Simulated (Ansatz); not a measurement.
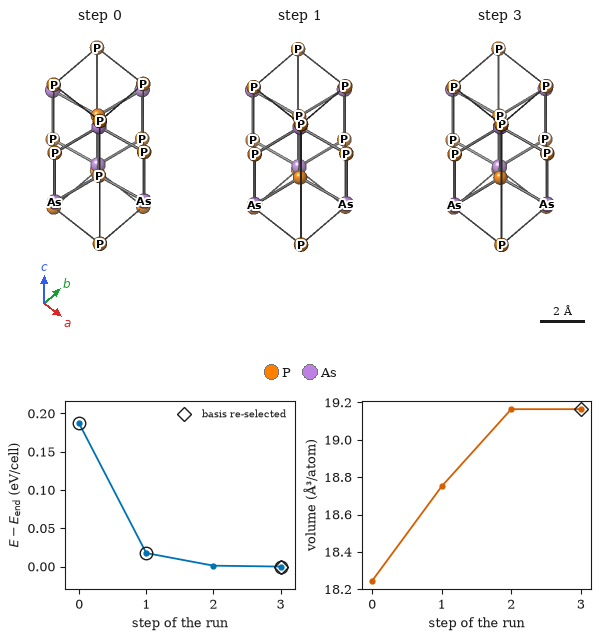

Frames of a relaxation of solid As2P3 (built on the A-type sesquioxide_164 type) (coarse preliminary run), marked on the history of the run. Style: ball-and-stick. Shown: the cell of the calculation, from a free direction.

Case: A-type sesquioxide type (P-3m1, No. 164).

Theory: DFT PBE, scalar-relativistic, plane waves, PAW in Ansatz 0.2.0. Settings: plane-wave cutoff 420 eV; k-point mesh 6 × 6 × 4; occupations gaussian; smearing width 0.1 eV; no spin polarisation; cell and atoms relaxed; force threshold 0.04 eV/Å; at most 70 steps.

Describe the path.

Answer. The largest moves relative to the cell, 0.099 Å, are those of As atoms. By element the largest moves are As 0.099 Å, P 0.038 Å. Cell: a = b 4.076 → 4.215 Å (+3.4 %), c 6.341 → 6.226 Å (−1.8 %). Volume +5.0 %. Among the contacts that change: As–P 2.536 → 2.628 Å, As–P 2.454 → 2.545 Å. The space group stays P-3m1 (No. 164). After 2 accepted moves (3 points after the start) the energy has fallen by 0.187 eV per cell of the calculation. Largest force component: 0.83 eV/Å at the start, 0.034 eV/Å at the end. Pressure: 5.27 GPa at the start and −0.06 GPa at the end. At 1 point the geometry stayed and the basis and grid were re-selected for the new cell (energy shift of 1.2 meV per cell of the calculation at most each time). From step 0 to 1: As atoms move most (0.08 Å), volume +2.8 %, energy −0.169 eV per cell of the calculation. From step 1 to 3: As atoms move most (0.02 Å), volume +2.2 %, energy −17.7 meV per cell of the calculation.

```tsv
step	E − E(0), meV/atom	largest force component, eV/Å	pressure, GPa	volume, Å³/atom	note
0	0.00	0.8342	5.27	18.245	
1	-33.86	0.2186	1.76	18.751	
2	-37.15	0.0339	-0.08	19.164	
3	-37.39	0.0338	-0.06	19.164	same geometry, new basis
```
